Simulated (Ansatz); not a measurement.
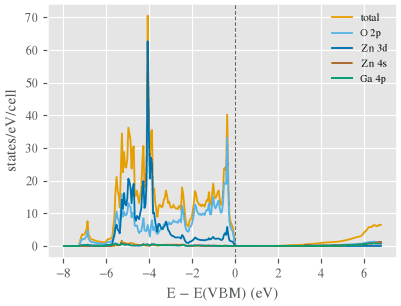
*Total and projected density of states of Zn2InGaO5 in space group P6_3/mmc (No. 194; Pearson symbol hP18), DFT-r²SCAN in the program Ansatz with PAW potentials*

**Question.** Which orbitals carry the states next to the gap?

**Answer.** Top 1 eV of the valence band: O 2p 81 %, Zn 3d 15 %. Bottom 1 eV of the conduction band: O 2s 25 %, Zn 4s 24 %, In 5s 20 %, O 2p 14 %, Ga 4s 10 %. Projections are on Löwdin-orthogonalised atomic valence shells; empty p or d shells of many metals are not among them.

**Question.** Where is the tallest occupied peak in this window, and what makes it?

**Answer.** Near -4.0 eV, about 71 states/eV per cell; the largest projected share is Zn 3d.

The first step of the workflow began from a Materials Project structure, measured or hypothetical; the Crystallography Open Database copy checked does not list it. Its standing as an ambient phase is unchecked. The cell was relaxed with r²SCAN under the symmetry of its start; its stability against distortions is not shown here. Spin–orbit coupling is left out wherever it is not named.

Potentials: the later of the program's two PAW sets.
